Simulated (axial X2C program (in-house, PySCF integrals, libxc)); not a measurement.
**CoS⁻: relativistic diatomic calculation**

System: CoS⁻, single determinant with Ω = 2 (not the lowest found). The distance is the PBE0 minimum at charge −1.
Method: expectation values, HF and Kohn-Sham, two-component X2C with atomic mean-field Coulomb and Gaunt terms, Co dyall-acv3z, S dyall-av3z (cores contracted) (axial X2C program (in-house, PySCF integrals, libxc)).

Key numbers:

| quantity | value |
| --- | --- |
| outcome | converged; the levels of theory disagree widely |
| hardware | 1 thread of Arm Neoverse N1, 98 GiB of memory available, shared host |
| wall time | 6.1 s |
| peak memory | 0.37 GiB |

Input:
```
{"zs": [27, 16], "q": -1, "bas": ["dyall-acv3z", "dyall-av3z"], "r0": 1.97, "levels": ["PBE0", "HF", "BP86", "LDA", "B3LYP"], "nst": 3}
```

The line is the task of a batch: nuclear charges, charge, bases, the levels to run, a first guess of the distance and further settings. This report covers the levels named above. The log is that of the reference distance, started from orbitals converged before.

Launched within a batch (the task file carries these settings):
```bash
python <driver script> task.json out
```

Log:
```
two-component X2C + atomic mean field  PBE0
basis functions 186  fitting functions 967  grid points 5076
iter        total energy     max residual
   1      -1791.853805598     2.79e-05
   2      -1791.853805600     6.16e-05
   3      -1791.853805629     1.90e-05
   4      -1791.853805648     1.61e-05
   5      -1791.853805657     5.33e-06
   6      -1791.853805659     3.69e-06
   7      -1791.853805661     5.23e-06
converged
one-electron -2711.78322110  Coulomb 894.42306218  exact exchange -20.93420234  xc functional -64.61775226  nuclear repulsion 111.51441713  atomic mean-field constant -0.45610927
```

Expectation values by level of theory:

| quantity | PBE0 | HF | BP86 | LDA | B3LYP |
| --- | --- | --- | --- | --- | --- |
| effective field for an electron dipole moment (GV/cm) | −1.03 | −1.45 | −0.538 | −0.490 | −0.821 |
| field gradient at the first nucleus (a.u.) | 0.0629 | −0.130 | −0.0178 | 0.00244 | 0.0649 |
| field gradient at the second nucleus (a.u.) | 1.01 | 0.306 | 0.951 | 0.983 | 1.17 |
| A∥/gI, first nucleus (MHz) | 785 | 786 | 679 | 679 | 760 |
| A∥/gI, second nucleus (MHz) | 43.6 | 35.0 | 79.9 | 81.7 | 44.7 |

Each column comes from one determinant with 2 or more unpaired spinors, which can mix states, in a basis with contracted cores. The levels disagree widely: the effective field runs from −1.45 to −0.490 GV/cm, A∥/gI at the second nucleus runs from 35.0 to 81.7 MHz, the field gradient at the first nucleus runs from −0.130 to 0.0649 a.u. and the field gradient at the second nucleus runs from 0.306 to 1.17 a.u. They may not all have settled in the same state, and these values aren't reliable properties of the molecule.

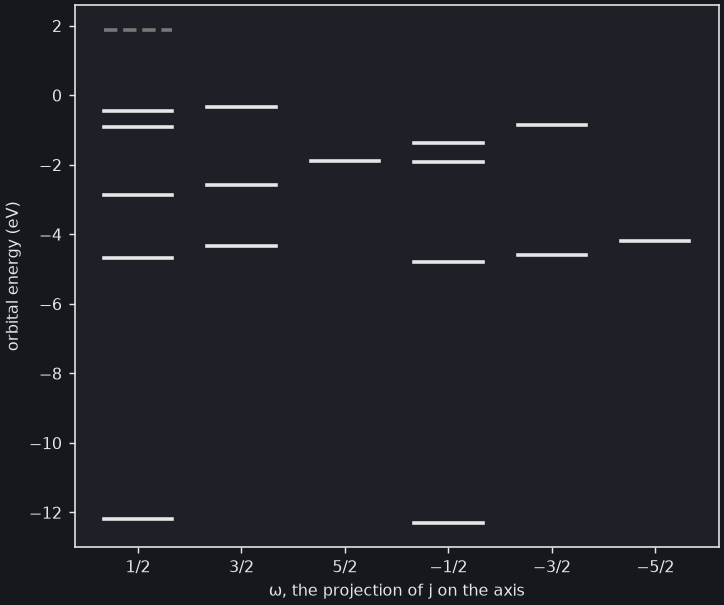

Orbital energies (PBE0) near the frontier at 2.05 Å, filled (solid) and empty (dashed). The highest filled spinor (3/2; 58 % S p, 26 % Co d) lies at −0.33 eV, the lowest empty one (1/2; 82 % Co p, 12 % Co s) at 1.88 eV.
